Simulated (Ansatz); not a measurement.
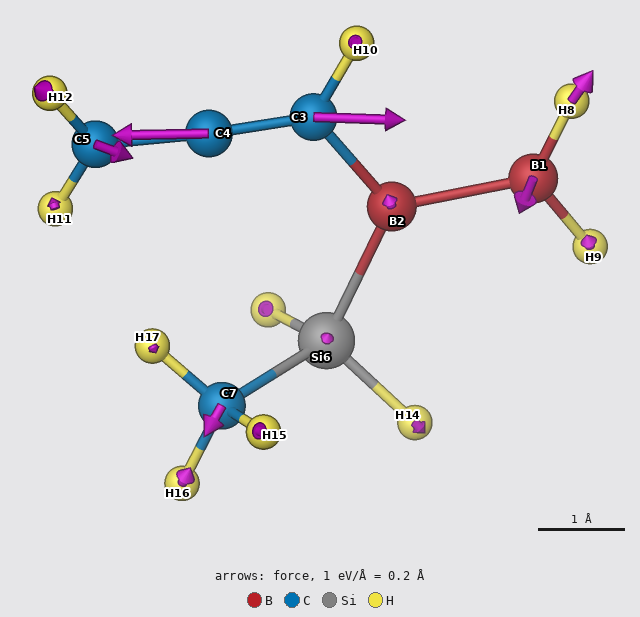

Starting geometry of C₄H₁₀B₂Si with the computed forces as purple arrows. A ball-and-stick model, seen at a tilt.

The run prepares an end point of a later path (torsion) calculation, from a guessed geometry.

The calculation used RKS B3LYP/6-31G* (Ansatz).

Input
```yaml
crystal:
  periodic: [false, false, false]
  atoms:
    - { symbol: B, position_ang: [1.5091, -0.9499, 2.1415] }
    - { symbol: B, position_ang: [0.8689, -0.4217, 0.656] }
    - { symbol: C, position_ang: [0.753, -1.4546, -0.5303] }
    - { symbol: C, position_ang: [0.3312, -1.1283, -1.6697] }
    - { symbol: C, position_ang: [-0.2712, -0.8257, -2.8295] }
    - { symbol: Si, position_ang: [0.1278, 1.3922, 0.4979] }
    - { symbol: C, position_ang: [0.63188, 2.08624, -1.13016] }
    - { symbol: H, position_ang: [1.9027, -1.9888, 2.2659] }
    - { symbol: H, position_ang: [1.4802, -0.1355, 3.0822] }
    - { symbol: H, position_ang: [1.169, -2.4568, -0.3477] }
    - { symbol: H, position_ang: [-0.8449, 0.101, -2.8866] }
    - { symbol: H, position_ang: [-0.1321, -1.4627, -3.6488] }
    - { symbol: H, position_ang: [-1.32075, 1.38113, 0.55216] }
    - { symbol: H, position_ang: [0.65335, 2.23447, 1.54867] }
    - { symbol: H, position_ang: [1.75746, 2.1246, -1.21757] }
    - { symbol: H, position_ang: [0.19543, 3.13898, -1.24513] }
    - { symbol: H, position_ang: [0.23148, 1.47844, -1.95406] }
basis:
  gaussian: { orbitals: "6-31G*" }
hamiltonian:
  xc: b3lyp
relax:
  f_tol: 0.015
  max_steps: 40
```

Command:
```bash
ansatz run input.yaml --threads 2 --pin off --max-ram 3072MiB --backend cpu --events-out ev --progress --plain --runs-dir out
```

Q: What follows when this structure is relaxed?

A: It isn't relaxed: the largest force vector, on C4, is 5.75 eV/Å. The final displacements have little in common with the starting forces (cosine between the two patterns 0.00). After 33 accepted moves (35 points after the start) the energy has fallen by 2.663 eV. Largest force component: 4.8 eV/Å at the start, 0.0081 eV/Å at the end. The line search rejected the trial steps at points 20, 34 of the run. The largest move after the best rigid fit is that of H8, 1.76 Å. By element the largest moves are H 1.76 Å, C 0.46 Å, B 0.24 Å, Si 0.13 Å. Among the contacts that change: B2–Si6 1.966 → 2.060 Å, B1–H8 1.118 → 1.203 Å, B1–B2 1.702 → 1.628 Å, C3–C4 1.258 → 1.322 Å. Among the angles between lasting bonds that change: B1–B2–C3 118.7° → 132.3°, B1–B2–Si6 119.9° → 106.4°, H8–B1–H9 122.2° → 115.3°. Groups turn about B1–B2 by about 90°, B2–Si6 by about 20°.
